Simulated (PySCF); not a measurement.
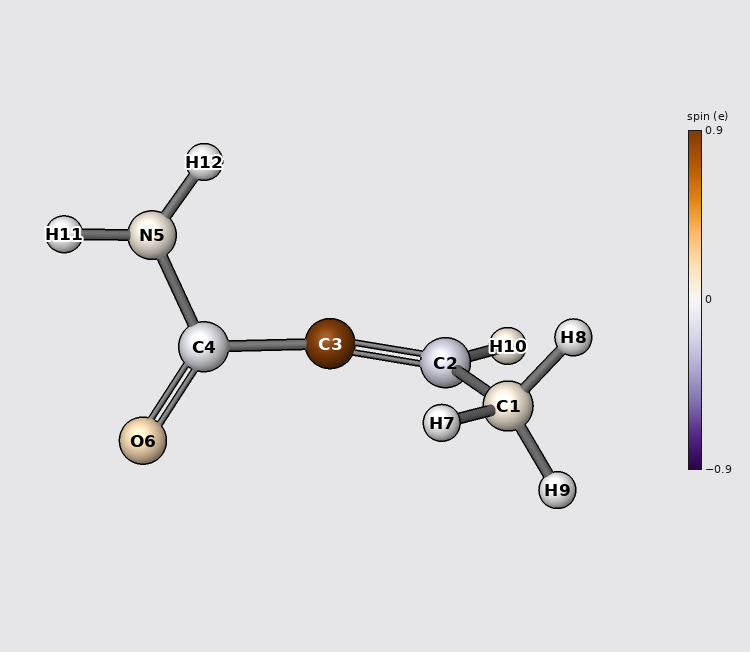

Atoms are coloured by their Mulliken spin populations. State: neutral, doublet. The geometry was computed by an optimisation with GFN2-xTB. No frequency run is at hand to confirm it as a minimum. Properties computed with UKS B3LYP, pcH-1 on C H N O, non-relativistic (PySCF 2.14.0).

Give the Mulliken spin populations atom by atom.

```json
{"atom": "C1", "value (e)": "0.07"}
{"atom": "C2", "value (e)": "−0.15"}
{"atom": "C3", "value (e)": "0.88"}
{"atom": "C4", "value (e)": "−0.07"}
{"atom": "N5", "value (e)": "0.05"}
{"atom": "O6", "value (e)": "0.17"}
{"atom": "H7", "value (e)": "0.00"}
{"atom": "H8", "value (e)": "0.00"}
{"atom": "H9", "value (e)": "0.00"}
{"atom": "H10", "value (e)": "0.06"}
{"atom": "H11", "value (e)": "0.00"}
{"atom": "H12", "value (e)": "0.00"}
```

Mulliken values depend strongly on the basis set.
